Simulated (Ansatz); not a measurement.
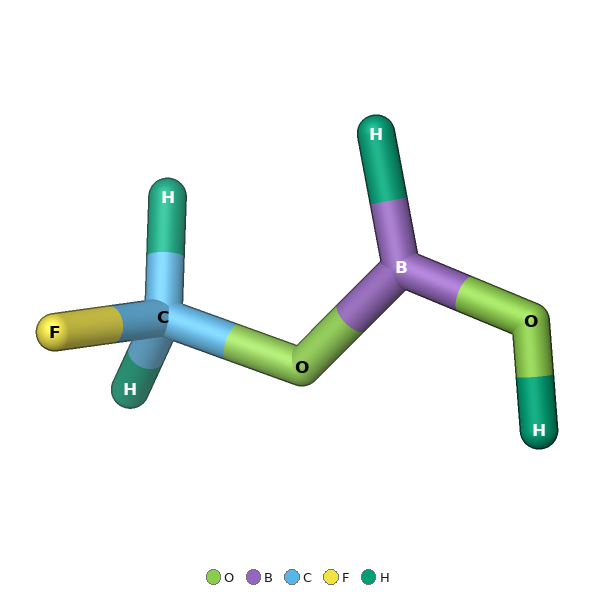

The picture shows a molecular structure as a stick model.

The geometry was computed by an optimisation with PBE0-D4/def2-TZVP.

Describe the molecule.

It has 9 atoms: 1 carbon, 4 hydrogen, 1 boron, 1 fluorine and 2 oxygen (CH4BFO2). Its SMILES string is `OBOCF`. It has no ring. Among its groups: C–F bond, B–H bond. This geometry has C1 symmetry. Coordination: 2 O bent; 1 B trigonal planar; 1 C tetrahedral.

The parts below concern this one geometry. Atoms keep their numbers from picture to picture.

### Shape

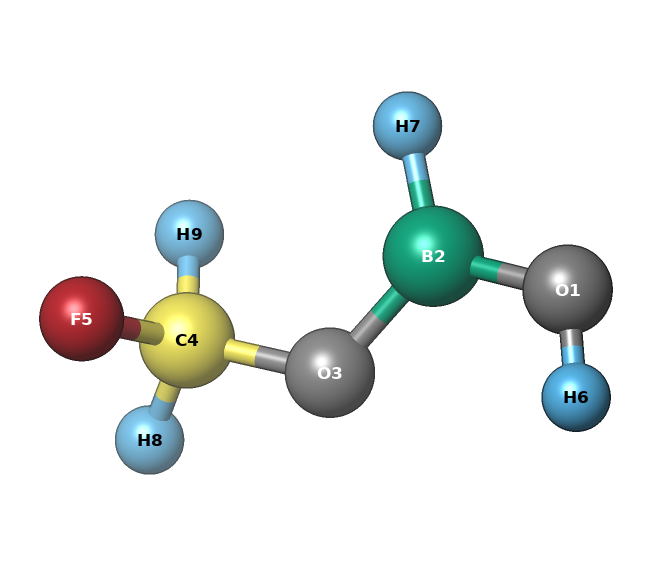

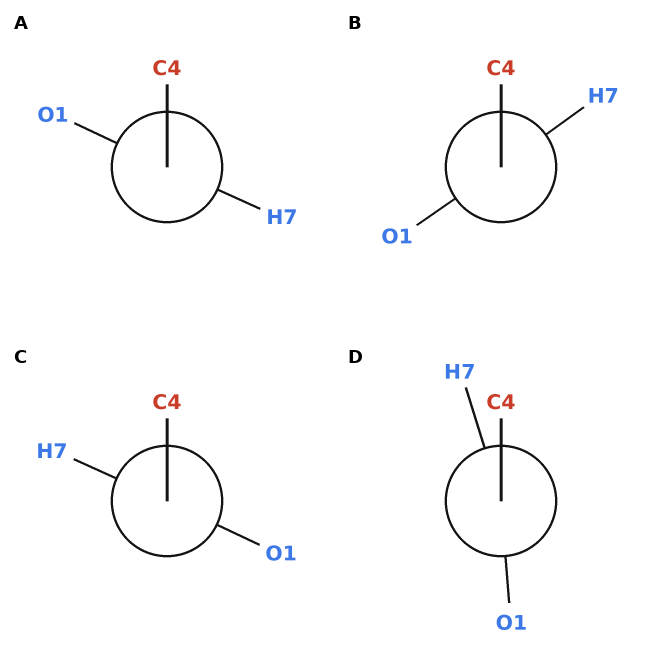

Atoms fade into the background with distance from the viewer. Bonds that would overlap in a projection are set slightly apart.

Which Newman projection shows the view along O3–B2, with O3 in front?

Answer. D. The torsion angle C4–O3–B2–O1 is 175°, antiperiplanar (anti).

### Electronic properties

Level of theory: RKS r2SCANh-D4/def2-TZVPP (Ansatz 0.2.0).

Predict the main results.

- HOMO energy (Kohn–Sham orbital): −8.70 eV
- LUMO energy (Kohn–Sham orbital): 0.30 eV
- HOMO–LUMO gap: 9.00 eV
- dispersion correction: −3.1 kJ/mol

### Vibrations

Harmonic vibrations computed with RKS PBE0-D4/def2-TZVP (Ansatz 0.2.0) at a stationary point of the same level.

How many vibrational modes are there, and where do they lie?

Answer. 21 modes: 83, 135, 286, 441, 586, 632, 920, 956, 1066, 1082, 1169, 1175, 1255, 1317, 1422, 1476, 1529, 2643, 3054, 3125, 3856 cm⁻¹.

### Thermal motion

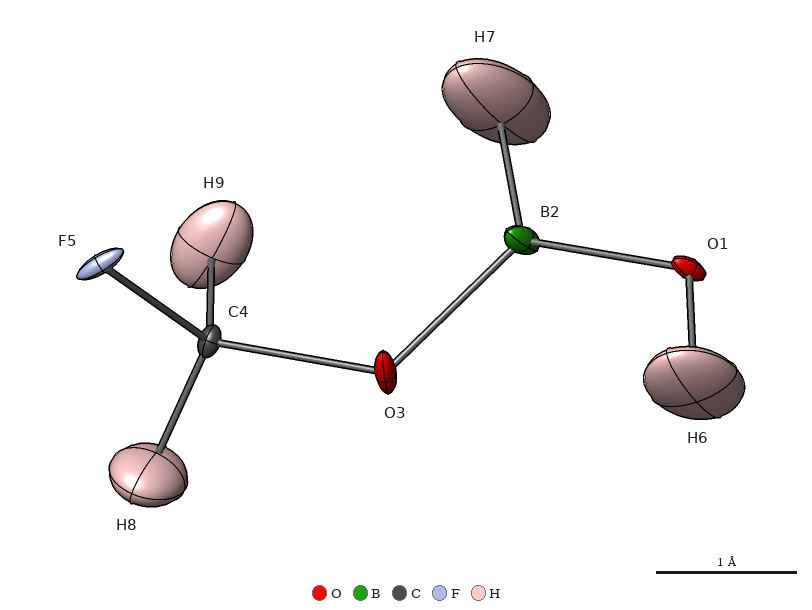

Displacement ellipsoids at the 50 % level, enlarged 1.5 times, from the internal vibrations of the free molecule (harmonic, no overall translation or rotation; no half-axis is drawn under 0.075 Å). Vibrations computed with RKS PBE0-D4/def2-TZVP (Ansatz 0.2.0). Temperature: 100 K.

Which atom moves most?

Answer. H7, with U_eq = 0.0311 Å².

Does H6 move more along its bond or across it?

Answer. Across it: the root-mean-square amplitude is 0.070 Å along the bond and up to 0.213 Å across, since bending and torsion are softer than stretching.

Give the displacement parameters, one line for each set of equivalent atoms.

```csv
atom,U_eq (Å²),rms amplitudes (Å)
O1,0.0022,"0.028, 0.034, 0.068"
B2,0.0034,"0.038, 0.044, 0.082"
O3,0.0037,"0.030, 0.042, 0.092"
C4,0.0017,"0.032, 0.036, 0.053"
F5,0.0029,"0.026, 0.032, 0.084"
H6,0.0236,"0.069, 0.144, 0.213"
H7,0.0311,"0.085, 0.131, 0.262"
H8,0.0153,"0.081, 0.122, 0.156"
H9,0.0155,"0.079, 0.116, 0.164"
```

### Charges

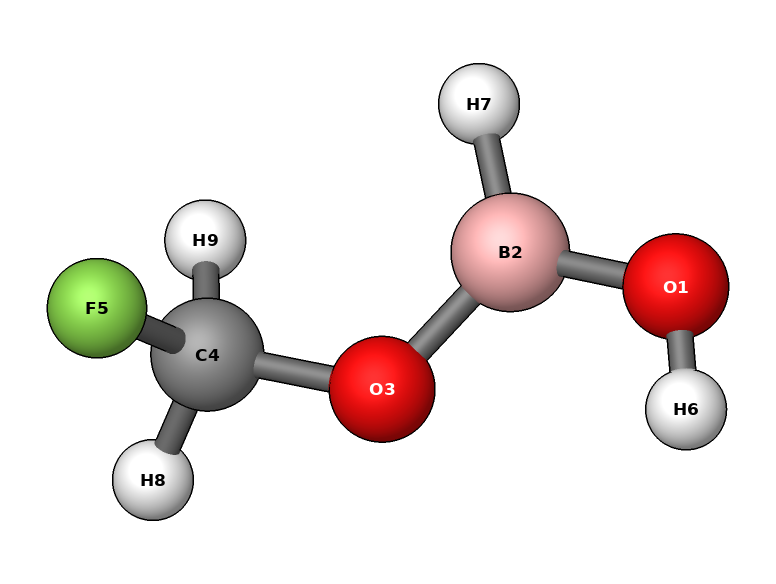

The questions are on Mulliken charges. Level of theory: RKS PBE-D4/def2-TZVPP (Ansatz 0.2.0).

Give the Mulliken charges atom by atom.

```tsv
atom	value (e)
O1	−0.23
B2	0.16
O3	−0.24
C4	0.16
F5	−0.19
H6	0.20
H7	−0.03
H8	0.09
H9	0.07
```

Mulliken values depend strongly on the basis set and can even reverse the polarity of a bond.
